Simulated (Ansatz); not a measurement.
```sh
ansatz run in.yaml --threads 2 --pin off --events-out ev --progress --plain --max-ram 4352MiB
```

```yaml
crystal:
  periodic: [false, false, false]
  atoms:
    - {symbol: B, position_ang: [0.006026, 0.565993, -1.576448]}
    - {symbol: H, position_ang: [0.011024, -0.921983, 2.718458]}
    - {symbol: O, position_ang: [-0.101125, -0.059407, -0.560220]}
    - {symbol: H, position_ang: [-0.026997, -0.763091, 1.989128]}
    - {symbol: H, position_ang: [0.111072, 1.178488, -2.570918]}
basis:
  gaussian: {orbitals: 6-31G}
hamiltonian: {xc: {name: B3LYP}, dispersion: d4}
```

What structure does this define?

The species is BH₃O. Judged by distances it falls into 2 fragments: BHO, H2. All atoms lie on one plane. Coordination: 1 B linear.

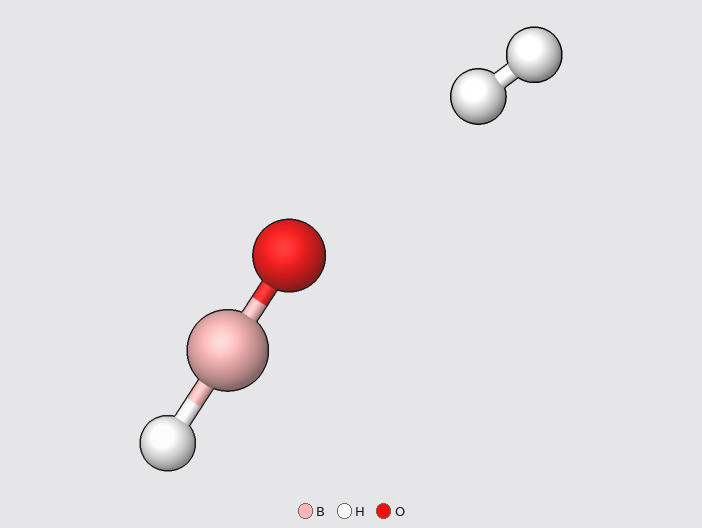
